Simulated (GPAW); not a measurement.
**Screening of a field by Cl/Mo(100)**

How does Cl/Mo(100) screen a perpendicular field?

Program: GPAW 26.7.0. Level of theory: GPAW, PAW setups; slab in vacuum, relaxation, in the first sound run; inputs show where later runs differ. Results are calculated unless marked as measured.

## 1. The structure

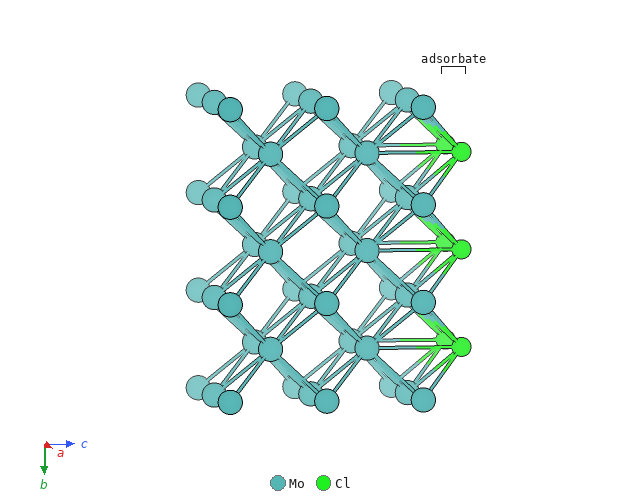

The starting structure, seen from the side, with the c axis across the page (molybdenum teal, chlorine green). 2×3×1 cells are drawn. Some periodic images of atoms are drawn too.

The cell holds 6 atoms: 5 Mo and 1 Cl. Its edges and angles: a = 3.150 Å, b = 3.150 Å, c = 25.805 Å, α = 90.0°, β = 90.0°, γ = 90.0°. Vacuum lies along c.

As a file:

```cif
data_structure
_symmetry_space_group_name_H-M 'P 1'
_symmetry_Int_Tables_number 1
_cell_length_a 3.1500
_cell_length_b 3.1500
_cell_length_c 25.8047
_cell_angle_alpha 90.000
_cell_angle_beta 90.000
_cell_angle_gamma 90.000
_cell_volume 256.05
loop_
_atom_site_label
_atom_site_type_symbol
_atom_site_fract_x
_atom_site_fract_y
_atom_site_fract_z
_atom_site_occupancy
Mo1 Mo 0.00000 0.00000 0.34877 1
Mo2 Mo 0.50000 0.50000 0.40981 1
Mo3 Mo 0.00000 0.00000 0.47084 1
Mo4 Mo 0.50000 0.50000 0.53188 1
Mo5 Mo 0.00000 0.00000 0.59292 1
Cl6 Cl 0.50000 0.50000 0.65123 1
```

## 2. Relaxing the atoms

Forces are removed first; all later runs use this geometry. The lowest 3 atoms are held at bulk positions and keep their forces.

Input file run.py:

```python
import json
import numpy as np
from ase import Atoms
from ase.constraints import FixAtoms
from ase.optimize import BFGS
from gpaw import GPAW, PW

slab = Atoms(
    ['Mo', 'Mo', 'Mo', 'Mo', 'Mo', 'Cl'],
    positions=[
        [0.00000, 0.00000, 9.00000],
        [1.57500, 1.57500, 10.57500],
        [0.00000, 0.00000, 12.15000],
        [1.57500, 1.57500, 13.72500],
        [0.00000, 0.00000, 15.30000],
        [1.57500, 1.57500, 16.80469]],
    cell=[[3.15, 0.0, 0.0], [0.0, 3.15, 0.0], [0.0, 0.0, 25.80469]],
    pbc=[True, True, False])

slab.calc = GPAW(mode=PW(400), xc='PBE', kpts={'size': (10, 10, 1), 'gamma': True},
                 occupations={'name': 'fermi-dirac', 'width': 0.1}, nbands='160%',
                 convergence={'density': 1e-05}, maxiter=200,
                 poissonsolver={'dipolelayer': 'xy'},
                 symmetry={'tolerance': 1e-3, 'extra_ids': [1, 1, 1, 0, 0, 0]}, txt='slab.txt')
result = {}
slab.set_constraint(FixAtoms([0, 1, 2]))
path = []
opt = BFGS(slab, maxstep=0.2)
opt.attach(lambda: path.append((slab.get_potential_energy(), slab.positions.tolist(), slab.get_forces().tolist())))
result['relaxed'] = bool(opt.run(fmax=0.03, steps=40))
result['path'] = path
energy = slab.get_potential_energy()
fermi = slab.calc.get_fermi_level()
v = slab.calc.get_electrostatic_potential().mean((0, 1)) - fermi
n = slab.calc.get_pseudo_density().mean((0, 1))
L = slab.cell[2, 2]
z = np.arange(len(v)) * L / len(v)
low, high = slab.positions[:, 2].min(), slab.positions[:, 2].max()
below, above = np.interp([low - 6.8, high + 6.8], z, v)
slopes = [np.interp(x, z, np.gradient(v, z)) for x in (low - 6.8, high + 6.8)]
eps = np.array([[slab.calc.get_eigenvalues(k, s) for k in range(len(slab.calc.get_ibz_k_points()))]
                for s in range(slab.calc.get_number_of_spins())]) - fermi
top, bottom = eps[eps < 0].max(), eps[eps > 0].min()
dipole = slab.get_dipole_moment()[2]
print(f'energy {energy:.4f} eV, Fermi level {fermi:.4f} eV, dipole {dipole:.5f} e A')
print(f'potential 6.8 A off the faces, from the Fermi level: lower {below:.4f} eV, upper {above:.4f} eV')
print(f'slope of the potential there: lower {slopes[0]:.5f}, upper {slopes[1]:.5f} eV/A')
print(f'nearest levels on the mesh: {top:.4f} and {bottom:.4f} eV')
print('magnetic moment', round(slab.get_magnetic_moment(), 3))
result.update(energy=energy, fermi=fermi, dipole=dipole, below=below, above=above, slopes=slopes, edges=[top, bottom],
              z=z.tolist(), v=v.tolist(), n=n.tolist(), positions=slab.positions.tolist(),
              forces=slab.get_forces(apply_constraint=False).tolist(), moments=slab.get_magnetic_moments().tolist())
json.dump(result, open('result.json', 'w'))
```

On the command line:

```console
> OMP_NUM_THREADS=1 OPENBLAS_NUM_THREADS=1 python run.py
```

The log of the run:

```text
Step          Energy          fmax
BFGS:    0      -55.776861        0.869280
BFGS:    1      -55.798264        0.787782
BFGS:    2      -55.859479        0.342040
BFGS:    3      -55.862240        0.190991
BFGS:    4      -55.863458        0.196444
BFGS:    5      -55.870043        0.154491
BFGS:    6      -55.871356        0.137612
BFGS:    7      -55.872646        0.144056
BFGS:    8      -55.873204        0.113481
BFGS:    9      -55.873831        0.034282
BFGS:   10      -55.873925        0.009251
energy -55.7715 eV, Fermi level 1.7126 eV, dipole -0.07356 e A
potential 6.8 A off the faces, from the Fermi level: lower 3.9759 eV, upper 5.3246 eV
slope of the potential there: lower -0.00014, upper 0.00010 eV/A
nearest levels on the mesh: -0.0192 and 0.0022 eV
magnetic moment 0.0
```

Run time: 25 min. Hardware: 1 thread of Arm Neoverse V2, shared host; peak memory 0.3 GiB.

This run has no spin polarisation, although Mo can carry a moment.

The steps of the relaxation:

```csv
step,energy less that of the first step (eV),largest force (eV/Å)
1,0.0000,0.8693
2,-0.0217,0.7878
3,-0.0893,0.3420
4,-0.0908,0.1910
5,-0.0917,0.1964
6,-0.0968,0.1545
7,-0.0984,0.1376
8,-0.1005,0.1441
9,-0.1015,0.1135
10,-0.1028,0.0343
11,-0.1030,0.0093
```

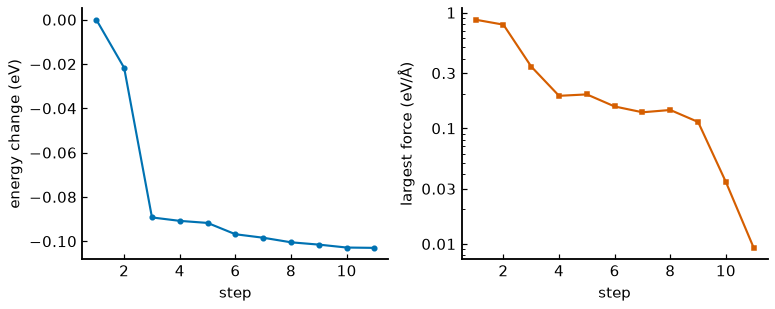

Energy and largest force along the relaxation.

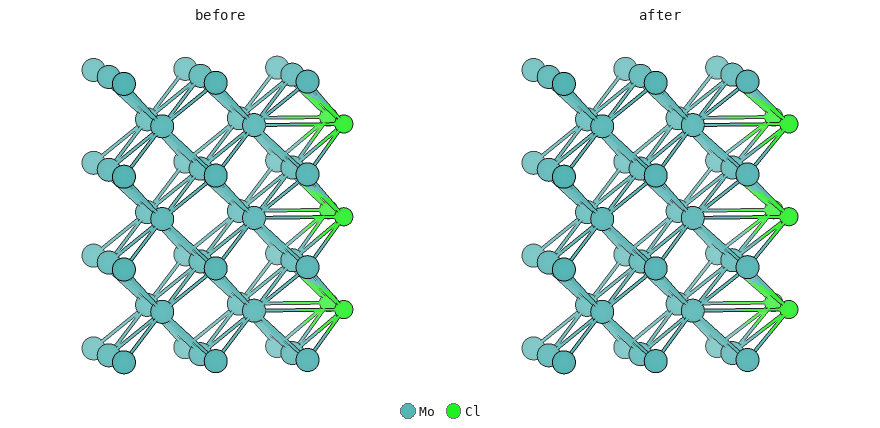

The structure before and after the relaxation, drawn at the same scale.

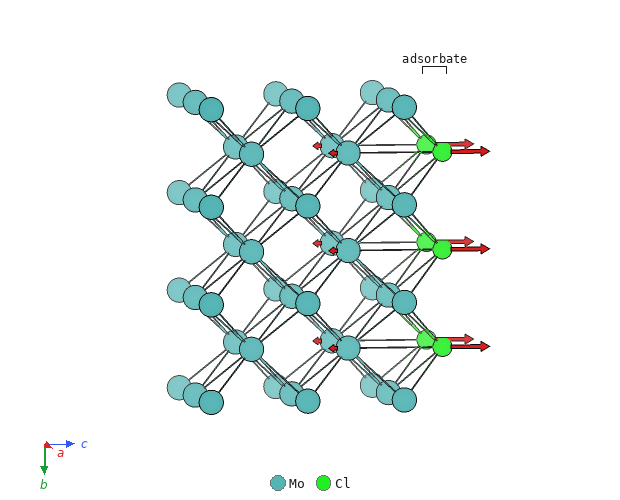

Displacements in the relaxation, exaggerated; the longest in the cell stands for 0.18 Å. 2×3×1 cells are drawn. Some periodic images of atoms are drawn too.

The atoms that moved most (Å):

```csv
atom,dx,dy,dz,length
Cl6,0.000,0.000,0.175,0.175
Mo4,0.000,0.000,-0.043,0.043
```

Final coordinates:

```xyz
6
Lattice="3.1500 0.0000 0.0000 0.0000 3.1500 0.0000 0.0000 0.0000 25.8047" Properties=species:S:1:pos:R:3
Mo    0.0000    0.0000    9.0000
Mo    1.5750    1.5750   10.5750
Mo    0.0000    0.0000   12.1500
Mo    1.5750    1.5750   13.6819
Mo    0.0000    0.0000   15.3000
Cl    1.5750    1.5750   16.9800
```

Numbers from this step:

```yaml
dipole_along_the_normal: -0.07356 e·Å
levels_nearest_the_fermi_level_on_the_mesh: -0.01922, 0.002234 eV from the Fermi level
upper_work_function: 5.325 eV
lower_work_function: 3.976 eV
```

The electrostatic potential energy of an electron (without an applied field's), less the Fermi level, planar mean oscillates, so the rows of the table below give means over windows of 1.61 Å about each position, cut where the curve ends. Its maxima inside the range that stand out by 2 % of the span (Å: eV): 9.8: -7.38, 11.4: -7.95, 12.9: -8.50, 14.5: -6.82, 16.2: -3.79. Its minima: 9.0: -19.1, 10.5: -19.5, 12.1: -19.9, 13.7: -19.5, 15.3: -19.5, 17.0: -16.6.

Electrostatic potential energy of an electron (without an applied field's), less the Fermi level, planar mean against z; means over each step:

```csv
z (Å),"electrostatic potential energy of an electron (without an applied field's), less the Fermi level, planar mean (eV)"
0.81,4.05
2.42,3.98
4.02,3.97
5.63,3.94
7.24,2.71
8.85,-11.5
10.46,-13.2
12.07,-13.6
13.68,-13.2
15.29,-12.6
16.90,-8.02
18.51,4.58
20.12,5.32
21.73,5.32
23.34,5.32
24.95,5.28
```

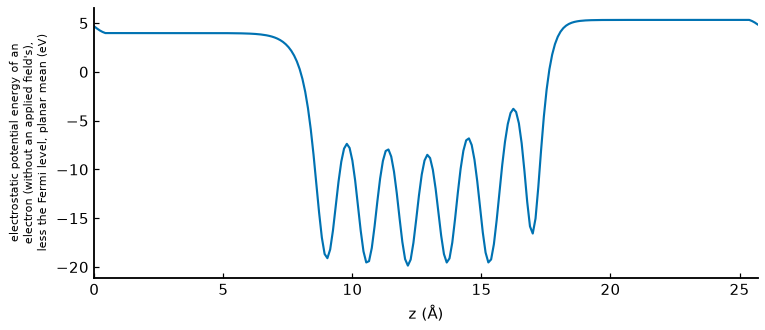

Electrostatic potential energy of an electron (without an applied field's), less the Fermi level, planar mean against z.

The pseudo valence density, planar mean oscillates, so the rows of the table below give means over windows of 1.51 Å about each position, cut where the curve ends. Its maxima inside the range that stand out by 2 % of the span (Å: e/Å³): 9.0: 1.44, 10.5: 1.45, 12.3: 1.39, 13.8: 1.42, 15.3: 1.44, 16.8: 0.503. Its minima: 9.7: 0.509, 11.4: 0.484, 12.9: 0.511, 14.4: 0.481, 16.1: 0.356.

Table of pseudo valence density, planar mean by z; means over each step:

```csv
z (Å),"pseudo valence density, planar mean (e/Å³)"
3.78,1.7e-5
5.29,4.6e-4
6.80,0.0119
8.31,0.513
9.82,0.873
11.33,0.874
12.84,0.911
14.35,0.849
15.86,0.746
17.37,0.348
18.88,0.0132
20.39,9.5e-5
```

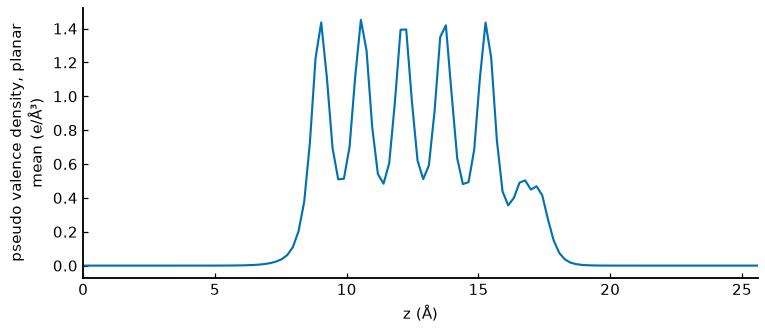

Pseudo valence density, planar mean, plotted against z.

The relaxation lowered the energy of the cell by 0.103 eV (energies extrapolated to zero smearing; the optimiser's log prints free energies). The largest force left on a free atom is 0.0093 eV/Å.

## 3. Plane waves, PBE

With the geometry fixed, the planar mean of the potential gives the vacuum level on each side.

This step: GPAW, PAW setups; slab in vacuum (GPAW 26.7.0).

Changes to run.py since step 2:

```diff
@@ -3,4 +3,2 @@
 from ase import Atoms
-from ase.constraints import FixAtoms
-from ase.optimize import BFGS
 from gpaw import GPAW, PW
@@ -13,5 +11,5 @@
         [0.00000, 0.00000, 12.15000],
-        [1.57500, 1.57500, 13.72500],
-        [0.00000, 0.00000, 15.30000],
-        [1.57500, 1.57500, 16.80469]],
+        [1.57500, 1.57500, 13.68194],
+        [-0.00000, 0.00000, 15.29998],
+        [1.57500, 1.57500, 16.98002]],
     cell=[[3.15, 0.0, 0.0], [0.0, 3.15, 0.0], [0.0, 0.0, 25.80469]],
@@ -23,10 +21,4 @@
                  poissonsolver={'dipolelayer': 'xy'},
-                 symmetry={'tolerance': 1e-3, 'extra_ids': [1, 1, 1, 0, 0, 0]}, txt='slab.txt')
+                 symmetry={'tolerance': 1e-3}, txt='slab.txt')
 result = {}
-slab.set_constraint(FixAtoms([0, 1, 2]))
-path = []
-opt = BFGS(slab, maxstep=0.2)
-opt.attach(lambda: path.append((slab.get_potential_energy(), slab.positions.tolist(), slab.get_forces().tolist())))
-result['relaxed'] = bool(opt.run(fmax=0.03, steps=40))
-result['path'] = path
 energy = slab.get_potential_energy()
```

The log of the run:

```text
energy -55.7715 eV, Fermi level 1.7126 eV, dipole -0.07386 e A
potential 6.8 A off the faces, from the Fermi level: lower 3.9763 eV, upper 5.3240 eV
slope of the potential there: lower -0.00010, upper 0.00006 eV/A
nearest levels on the mesh: -0.0193 and 0.0024 eV
magnetic moment 0.0
```

Wall time 3 min (1 thread); peak memory 0.3 GiB.

Numbers from this step:

```yaml
dipole_along_the_normal: -0.07386 e·Å
levels_nearest_the_fermi_level_on_the_mesh: -0.01925, 0.002355 eV from the Fermi level
upper_work_function: 5.324 eV
```

The electrostatic potential energy of an electron (without an applied field's), less the Fermi level, planar mean oscillates, so the rows of the table below give means over windows of 1.61 Å about each position, cut where the curve ends. Its maxima inside the range that stand out by 2 % of the span (Å: eV): 9.8: -7.38, 11.4: -7.95, 12.9: -8.50, 14.5: -6.82, 16.2: -3.79. Its minima: 9.0: -19.1, 10.5: -19.5, 12.1: -19.9, 13.7: -19.5, 15.3: -19.5, 17.0: -16.6.

Table of electrostatic potential energy of an electron (without an applied field's), less the Fermi level, planar mean by z; means over each step:

```csv
z (Å),"electrostatic potential energy of an electron (without an applied field's), less the Fermi level, planar mean (eV)"
0.81,4.05
2.42,3.98
4.02,3.97
5.63,3.94
7.24,2.71
8.85,-11.5
10.46,-13.2
12.07,-13.6
13.68,-13.2
15.29,-12.6
16.90,-8.02
18.51,4.57
20.12,5.32
21.73,5.32
23.34,5.32
24.95,5.28
```

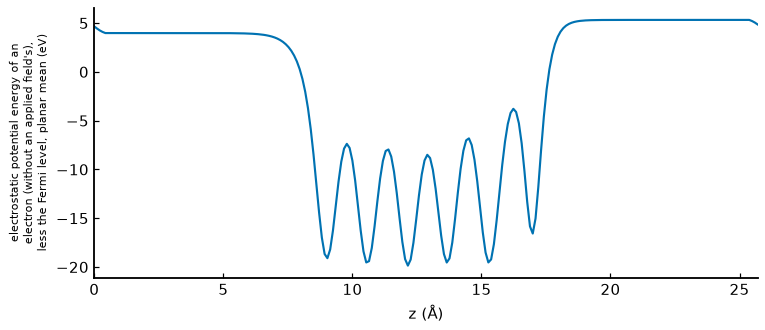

Electrostatic potential energy of an electron (without an applied field's), less the Fermi level, planar mean, plotted against z.

The pseudo valence density, planar mean oscillates, so the rows of the table below give means over windows of 1.51 Å about each position, cut where the curve ends. Its maxima inside the range that stand out by 2 % of the span (Å: e/Å³): 9.0: 1.44, 10.5: 1.45, 12.3: 1.39, 13.8: 1.42, 15.3: 1.44, 16.8: 0.503. Its minima: 9.7: 0.509, 11.4: 0.484, 12.9: 0.511, 14.4: 0.481, 16.1: 0.356.

Table of pseudo valence density, planar mean by z; means over each step:

```csv
z (Å),"pseudo valence density, planar mean (e/Å³)"
3.78,1.7e-5
5.29,4.6e-4
6.80,0.0119
8.31,0.513
9.82,0.873
11.33,0.874
12.84,0.911
14.35,0.849
15.86,0.746
17.37,0.348
18.88,0.0133
20.39,9.6e-5
```

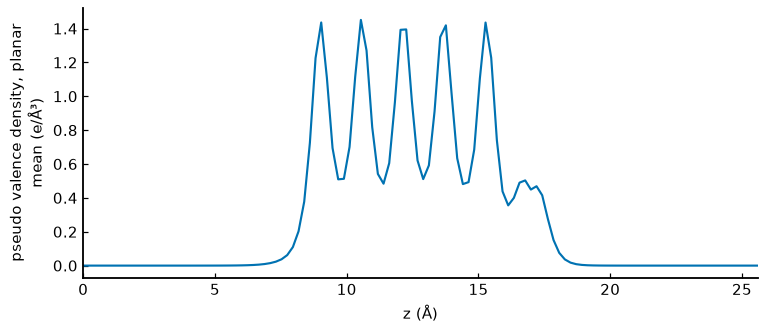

Pseudo valence density, planar mean, plotted against z.

Force by atom:

```csv
atom,x (eV/Å),y (eV/Å),z (eV/Å),size
Mo1,0.00,0.00,1.35,1.35
Mo2,0.00,0.00,-1.32,1.32
Mo3,0.00,0.00,-0.03,0.03
Mo4,0.00,0.00,0.01,0.01
Mo5,0.00,0.00,0.00,0.00
Cl6,0.00,0.00,-0.01,0.01
```

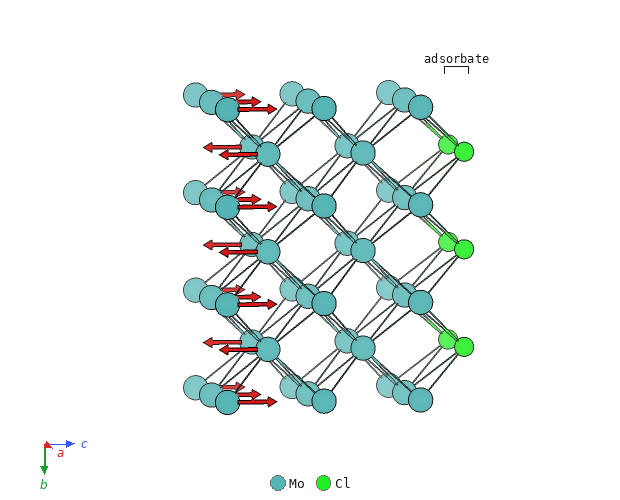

Force as arrows, the longest 1.35 eV/Å. 2×3×1 cells are drawn. Some periodic images of atoms are drawn too.

The potential is flat to 1.0e-4 eV/Å where it is read, so the vacuum is wide enough.

## 4. In a field

A uniform field along the normal polarises the slab; the atoms stay fixed, so this is the electronic response alone.

Changes to run.py since step 3:

```diff
@@ -4,2 +4,3 @@
 from gpaw import GPAW, PW
+from gpaw.external import ConstantElectricField
 
@@ -21,2 +22,3 @@
                  poissonsolver={'dipolelayer': 'xy'},
+                 external=ConstantElectricField(-0.2, [0, 0, 1]),
                  symmetry={'tolerance': 1e-3}, txt='slab.txt')
```

The log of the run:

```text
energy -55.7986 eV, Fermi level 1.7816 eV, dipole -0.19391 e A
potential 6.8 A off the faces, from the Fermi level: lower 2.7668 eV, upper 6.3031 eV
slope of the potential there: lower -0.00008, upper 0.00006 eV/A
nearest levels on the mesh: -0.0117 and 0.0016 eV
magnetic moment 0.0
```

Run time: 5.5 min. Hardware: 1 thread; peak memory 0.53 GiB.

Numbers from this step:

```yaml
dipole_along_the_normal: -0.1939 e·Å
levels_nearest_the_fermi_level_on_the_mesh: -0.01174, 0.001642 eV from the Fermi level
potential_below_the_slab_the_applied_field_s_own_ramp_left_out: 2.767 eV from the Fermi level
potential_above_the_slab_the_applied_field_s_own_ramp_left_out: 6.303 eV from the Fermi level
```

The electrostatic potential energy of an electron (without an applied field's), less the Fermi level, planar mean oscillates, so the rows of the table below give means over windows of 1.61 Å about each position, cut where the curve ends. Its maxima inside the range that stand out by 2 % of the span (Å: eV): 9.8: -8.00, 11.4: -8.26, 12.9: -8.50, 14.5: -6.49, 16.2: -3.14, 25.4: 6.30. Its minima: 9.0: -19.9, 10.5: -20.0, 12.1: -20.0, 13.7: -19.4, 15.3: -19.1, 17.0: -15.8.

Table of electrostatic potential energy of an electron (without an applied field's), less the Fermi level, planar mean by z; means over each step:

```csv
z (Å),"electrostatic potential energy of an electron (without an applied field's), less the Fermi level, planar mean (eV)"
0.81,2.97
2.42,2.77
4.02,2.77
5.63,2.74
7.24,1.60
8.85,-12.3
10.46,-13.7
12.07,-13.7
13.68,-13.0
15.29,-12.1
16.90,-7.25
18.51,5.53
20.12,6.30
21.73,6.30
23.34,6.30
24.95,6.19
```

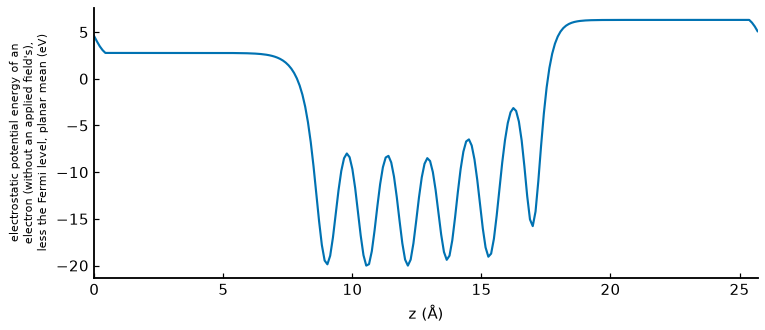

Electrostatic potential energy of an electron (without an applied field's), less the Fermi level, planar mean, plotted against z.

Force by atom:

```csv
atom,x (eV/Å),y (eV/Å),z (eV/Å),size
Mo1,0.00,0.00,1.35,1.35
Mo2,0.00,0.00,-1.33,1.33
Mo3,0.00,0.00,-0.03,0.03
Mo4,0.00,0.00,0.01,0.01
Mo5,0.00,0.00,-0.03,0.03
Cl6,0.00,0.00,0.02,0.02
```

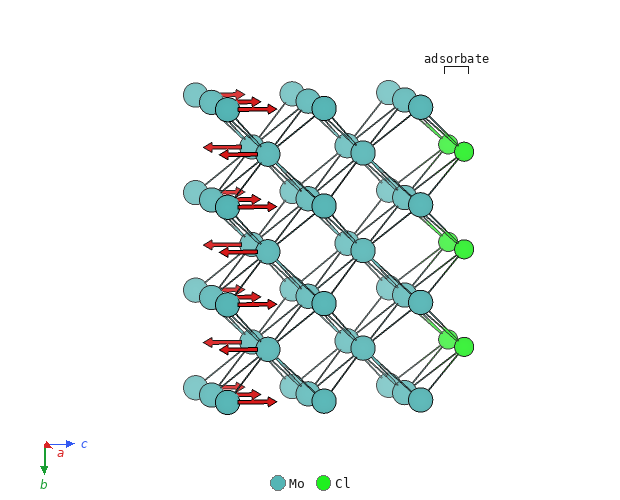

Force as arrows, the longest 1.35 eV/Å. 2×3×1 cells are drawn. Some periodic images of atoms are drawn too.

The dipole is now -0.194 e Å, against -0.074 in the run without a field.

(Part 1 of 2 ends here.)

[Logs are printed without paths, hosts, clocks, repeated set-up lines and the standing remarks that a program may print on its own settings, such as how far it seeks lower states.]

[Hosts, paths, dates, database ids (printed as entryN), source tags and the programs' standing remarks are cut or masked in the printed files.]
